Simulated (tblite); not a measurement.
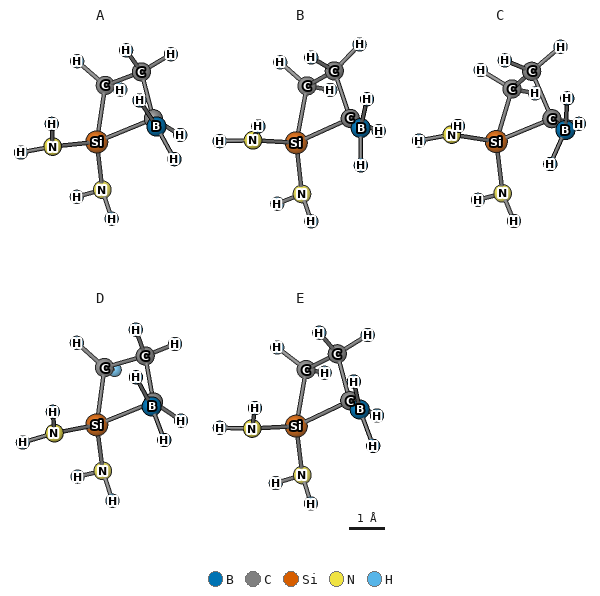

5 geometries from one relaxation of C$_{3}$H$_{11}$BN$_{2}$Si, in shuffled order. The picture is a ball-and-stick view, seen from a free direction.

All numbers below come from GFN2-xTB geometry optimisation, gas phase (tblite). 

### Put them in the order of the run, from the start to the converged end.

C, B, E, A, D. They are steps 0, 12, 26, 48, 97, at +1.576 eV, +0.312 eV, +0.111 eV, +0.022 eV relative to the last. After 97 geometry steps the energy has fallen by 1.576 eV. The largest move after the best rigid fit is that of an H atom, 1.02 Å. Largest moves by element: H 1.02 Å, B 0.50 Å, C 0.50 Å, N 0.47 Å, Si 0.03 Å. Near-neighbour distances that change, for instance: C–C 2.088 → 2.389 Å, C–Si 1.851 → 1.938 Å, C–Si 1.853 → 1.909 Å, C–C 1.494 → 1.544 Å. Among the angles between lasting bonds that change: C–C–C 87.5° → 101.5°, C–Si–C 68.6° → 76.8°, H–N–H 118.8° → 110.6°. Groups turn about C–C by about 35°, C–Si by about 30°, C–C by about 25°.
